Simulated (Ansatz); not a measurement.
System: CdF2 (fluorite (111) film, 1 layers).

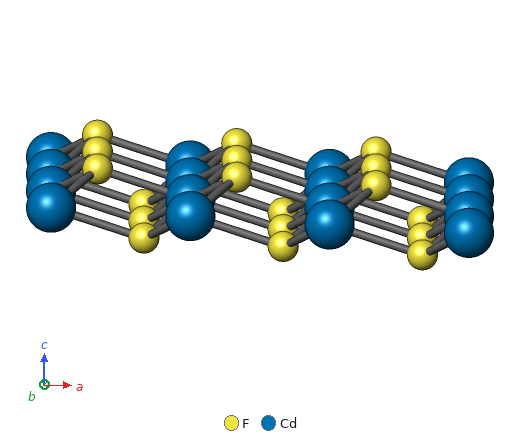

The structure (fluorine yellow, cadmium blue). 3×3×1 cells are drawn. Some periodic images of atoms are drawn too.

The cell holds 3 atoms: 2 F and 1 Cd. Its edges and angles: a = 3.810 Å, b = 3.810 Å, c = 26.100 Å, α = 90.0°, β = 90.0°, γ = 120.0°. It derives from CdF2. Vacuum lies along c.

```xyz
3
Lattice="3.8099 0.0000 0.0000 -1.9049 3.2995 0.0000 0.0000 0.0000 26.1000" Properties=species:S:1:pos:R:3
F     1.9049    1.0998   12.3261
Cd    0.0000    0.0000   13.0500
F     0.0000    2.1996   13.7739
```

The structure was relaxed with LDA (ions only). The runs that relaxed it are not among those shown. PAW set soft_2, made with PBE.

Gaps computed with Ansatz 0.2.0 without a self-energy: LDA 3.25 eV and HSE06 5.37 eV.

Question: Estimate the G0W0@LDA gap with 6×6×1 mesh, 390 empty bands, screening to 65 eV, default PAW files.

About 6.88 eV: on its mesh the run moves the gap from 3.25 eV by +3.63 eV. Among the scalar-relativistic levels given, HSE06 is nearest (−1.51 eV). Bands and cutoff are finite, so the gap is not at the basis limit. The miss can reach some tenths of an eV and take either sign; the mesh is an error of its own. In a film the band edges may be surface states, so its gap need not approach the bulk's. At these cutoffs the gaps of films stand short of the band limit, often by tenths of an eV, while the trend with thickness is less touched. The mesh in the plane is coarse for a sheet; gap and any exciton binding can still move on denser ones. A d shell, filled or nearly so, lies near the gap. One-shot GW converges very slowly in bands there, not always from below, and on a semilocal start the gap tends to come out low; starts rich in exact exchange can overshoot instead. The many-body steps are scalar-relativistic: spin-orbit coupling is not in them.

[Paths, hosts, dates, memory and timing lines, banners, echoed tables and standing remarks are left out of the program output.]

[Logs are printed without paths, hosts, clocks, repeated set-up lines and the standing remarks that a program may print on its own settings, such as how far it seeks lower states.]

[Runs of the session that timed out or met a known fault of the program may be left out.]

[Cells called generated may have been cut or substituted from an entry of the Crystallography Open Database or the Materials Project.]

[Hosts, paths, dates, database ids (printed as entryN), source tags and the programs' standing remarks are cut or masked in the printed files.]
